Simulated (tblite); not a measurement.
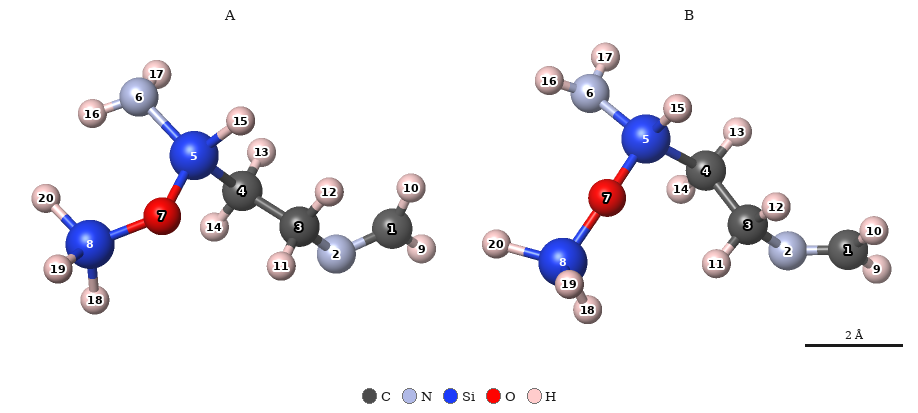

Two geometries of C3H12N2OSi2, drawn at one scale. One is the start of a relaxation, the other its converged end. The picture is a ball-and-stick view, seen at a tilt.

Method: GFN2-xTB geometry optimisation, gas phase (tblite). 

**Which geometry has the lower energy?**

Structure B is the relaxed one. After 148 geometry steps the energy has fallen by 77.1 kJ/mol. H19 moves most after the best rigid fit: 1.17 Å. Largest moves by element: H 1.17 Å, O 0.60 Å, N 0.49 Å, C 0.49 Å, Si 0.49 Å. Near-neighbour distances that change, for instance: Si5–Si8 2.863 → 3.168 Å, Si5–N6 1.772 → 1.722 Å, Si5–O7 1.668 → 1.622 Å, O7–Si8 1.662 → 1.618 Å. Bond angles that change, for instance: Si5–O7–Si8 118.6° → 155.8°, N6–Si5–H15 106.8° → 117.2°, N6–Si5–O7 116.0° → 107.4°. Groups turn about O7–Si8 by about 45°, Si5–O7 by about 30°. Cost: 1.4 s on 1 thread of Arm Neoverse V1, on a shared host.
